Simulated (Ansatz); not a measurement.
**AlPH (quartet): r2SCANh, CAM-B3LYP over a scan of the distance P2–H3, 6-31G**

Aim: run AlPH (quartet) with these functionals over a scan of the distance P2–H3, and hold them against the top wave-function level at the same points.

Computed with Ansatz 0.2.0, Gaussian basis. Level: 6-31G, all electrons in the functionals.

Plan: r2SCANh, CAM-B3LYP, at 1.129 Å; 1.307 Å; 1.430 Å; 1.605 Å; 1.710 Å; 1.981 Å; 2.295 Å; 2.698 Å; 3.094 Å; 3.907 Å; 4.785 Å.

12 further runs of the same task are left out: 10 that didn't finish, 2 set aside as unsound or not needed.

**1. What is computed**

The geometry derives from a PBE0/def2-TZVP stationary point (not a proven minimum). One bond is set to the value named and the two fragments are kept rigid.

3 atoms, charge 0, spin multiplicity 4.

Atoms are counted from 1 here; the program's logs count them from 0.

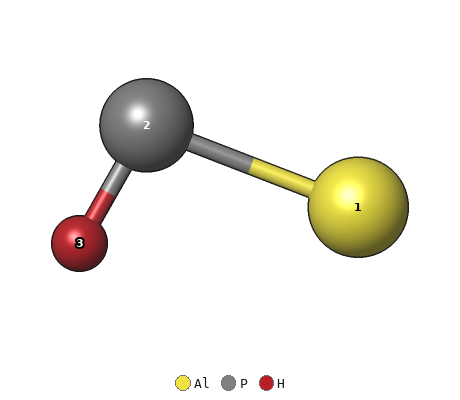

The structure; aluminium yellow, phosphorus grey, hydrogen red; atoms are numbered from 1 in the order of the file.

As a file:

```xyz
3
AlHP
Al    0.00000    0.03484    1.30056
P     0.00000   -0.07364   -1.08866
H     0.00000    1.33037   -1.36055
```

No dispersion term is added.

The geometry shown and the zero of energy belong to the point 1.430 Å. The yardstick, FCI, and other wave-function levels (R restricted, U unrestricted, valence and pair active spaces) come from earlier runs.

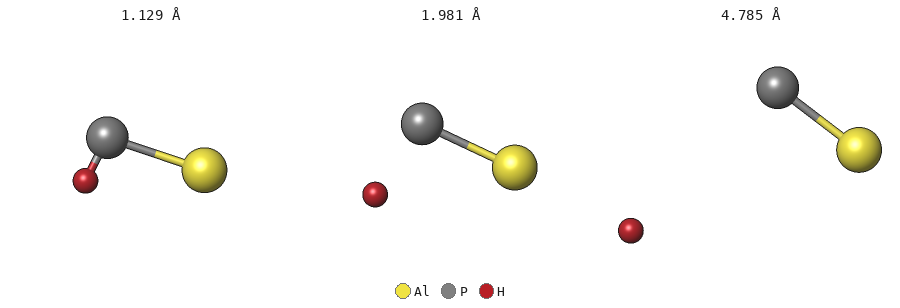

Three points of the scan; sticks are drawn by distance.

**2. r2SCANh, 1.129 Å**

in.yaml

```yaml
crystal:
  periodic: [false, false, false]
  atoms:
    - {symbol: Al, position_ang: [0.000000, 0.039896, 1.299583]}
    - {symbol: P, position_ang: [0.000000, -0.068591, -1.089636]}
    - {symbol: H, position_ang: [0.000000, 1.039817, -1.304282]}
basis:
  gaussian: {orbitals: 6-31G}
magnetization: {spin_polarized: true, initial_magnetization: 3}
hamiltonian: {xc: {name: r2SCANh}}
```

The run is started by

```bash
$ ansatz run in.yaml --threads 1 --pin off --events-out ev --progress --plain --max-ram 2393MiB
```

The runs that follow: r2SCANh, 1.307 Å; r2SCANh, 1.430 Å; r2SCANh, 1.605 Å; r2SCANh, 1.710 Å; r2SCANh, 1.981 Å; r2SCANh, 2.295 Å; r2SCANh, 2.698 Å; r2SCANh, 3.094 Å; r2SCANh, 3.907 Å; r2SCANh, 4.785 Å; CAM-B3LYP, 1.129 Å; CAM-B3LYP, 1.307 Å; CAM-B3LYP, 1.430 Å; CAM-B3LYP, 1.605 Å; CAM-B3LYP, 1.710 Å; CAM-B3LYP, 1.981 Å; CAM-B3LYP, 2.295 Å; CAM-B3LYP, 2.698 Å; CAM-B3LYP, 3.094 Å; CAM-B3LYP, 3.907 Å; CAM-B3LYP, 4.785 Å.

Before running them: what should the planned runs give, taken together? Wanted: span of the FCI curve; largest miss, r2SCANh; largest miss, CAM-B3LYP.

The runs gave:

| quantity | value |
| --- | --- |
| span of the FCI curve | 176.0 kJ/mol |
| largest miss, r2SCANh | +55.5 kJ/mol (4.785 Å) |
| largest miss, CAM-B3LYP | +34.2 kJ/mol (3.094 Å) |

In words: Of the functionals, CAM-B3LYP keep the smallest largest miss at the points compared (at most 34.2 kJ/mol) and r2SCANh strays most (55.5 kJ/mol, at 4.785 Å). Functionals and the yardstick converge differently with the basis, so part of each miss in 6-31G is the basis.
